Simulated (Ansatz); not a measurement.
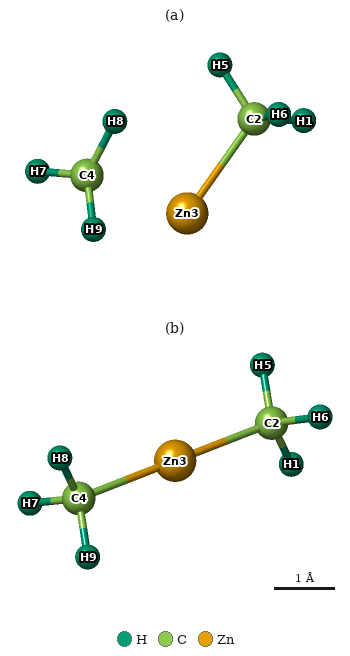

The structure of C2H6Zn before (top) and after (bottom) a relaxation, at one scale.

The picture is a ball-and-stick view, seen from a free direction.

It is one of the separated reactants of a reaction.

Level of theory: RKS PBE0-D4/def2-TZVP in Ansatz 0.2.0. (force threshold 0.005 eV/Å; at most 200 steps)

Summarise the run.

The energy falls by 2.548 eV in 11 geometry steps. Largest force component: 2.8 eV/Å at the start, 0.00017 eV/Å at the end. The atom that moves furthest after the best rigid fit is Zn3 (1.44 Å). Largest moves by element: Zn 1.44 Å, H 1.09 Å, C 0.35 Å. Some distances before and after: Zn3–C4 2.530 → 1.942 Å, C2–Zn3 1.955 → 1.942 Å, C4–H7 1.082 → 1.093 Å. New bonds form, among them: Zn3–C4 (2.53 → 1.94 Å). Bond angles that change, for instance: H7–C4–H8 119.1° → 107.8°, H7–C4–H9 118.1° → 107.8°.
